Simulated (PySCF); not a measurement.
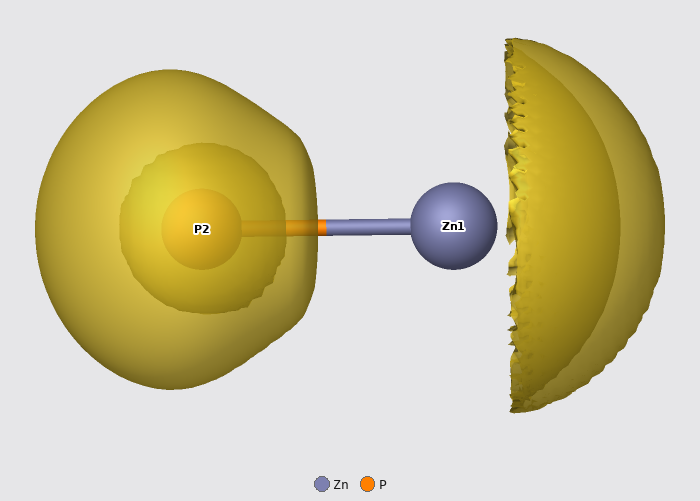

*ZnP (quartet). Isosurface of the electron localisation function at 0.75 (yellow), seen from one side. Core shells and regions of very low density are left out.*

Level of theory: PySCF 2.14.0, PBE0/def2-SVP, non-relativistic Hamiltonian with scalar-relativistic core potentials where named, at a bond length of 2.472 Å.

```xyz
2

Zn    0.0000    0.0000   -0.8068
P     0.0000    0.0000    1.6652
```

### What do the ELF domains correspond to?

At this value the surface marks out one ring or bowl of non-bonding electrons around P and one region wrapped around Zn (its valence shell). Along the contacts the grid gives the following. Zn–P (2.47 Å): the ELF peaks at about 0.85 in the valence shell of P, 1.0 Å from its nucleus, and is about 0.60 at the midpoint.
